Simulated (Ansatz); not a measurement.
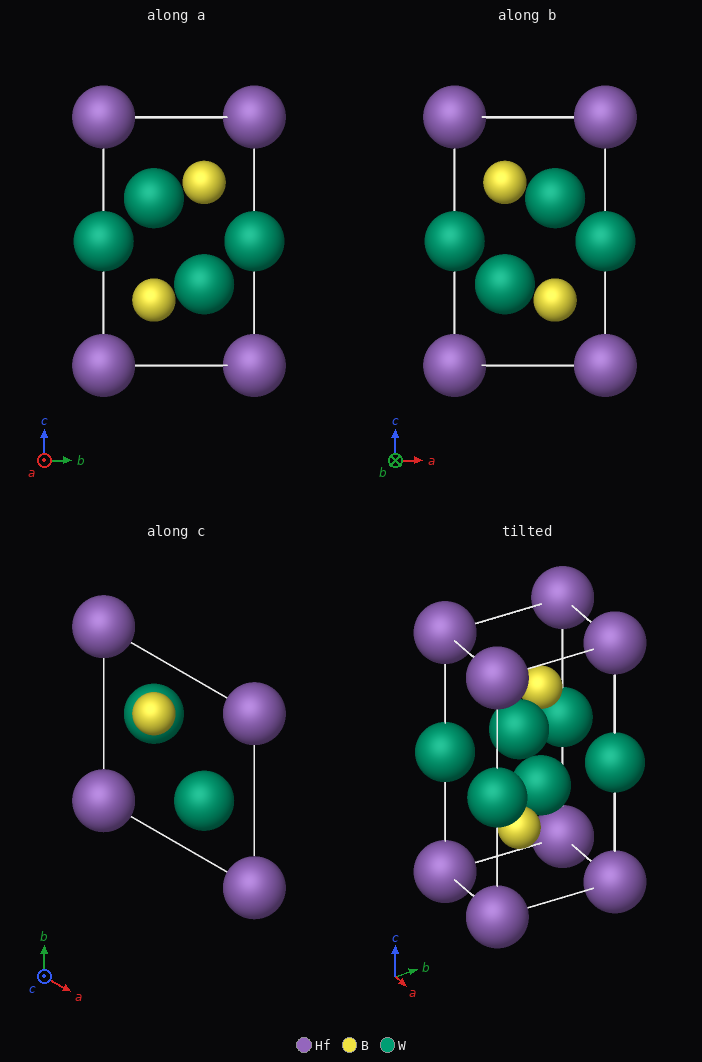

The image is a spheres-only drawing of a crystal, viewed along the a axis, along the b axis, along the c axis and slightly off an axis. Thin lines show the conventional unit cell, with boundary atoms drawn in all their periodic places.

Lattice parameters: a = 4.1063 Å, b = 4.1063 Å, c = 5.8615 Å, α = 90.000°, β = 90.000°, γ = 120.000°.

Turn the picture into a CIF in P1 with every atom of the cell, with free fractional coordinates to two decimals.

Answer.
```cif
data_structure
_symmetry_space_group_name_H-M 'P 1'
_symmetry_Int_Tables_number 1
_cell_length_a 4.1063
_cell_length_b 4.1063
_cell_length_c 5.8615
_cell_angle_alpha 90.000
_cell_angle_beta 90.000
_cell_angle_gamma 120.000
_cell_volume 85.60
loop_
_atom_site_label
_atom_site_type_symbol
_atom_site_fract_x
_atom_site_fract_y
_atom_site_fract_z
_atom_site_occupancy
Hf1 Hf 0.00 0.00 0.00 1
B1 B 0.6667 0.3333 0.26 1
B2 B 0.3333 0.6667 0.74 1
W1 W 0.00 0.00 0.50 1
W2 W 0.6667 0.3333 0.67 1
W3 W 0.3333 0.6667 0.33 1
```

Origin of the cell: a structure type filled with these elements by a generator (whether the compound takes this form wasn't checked). Earlier steps of the study may have refined or changed the cell and positions. It was the input of a calculation with Ansatz.
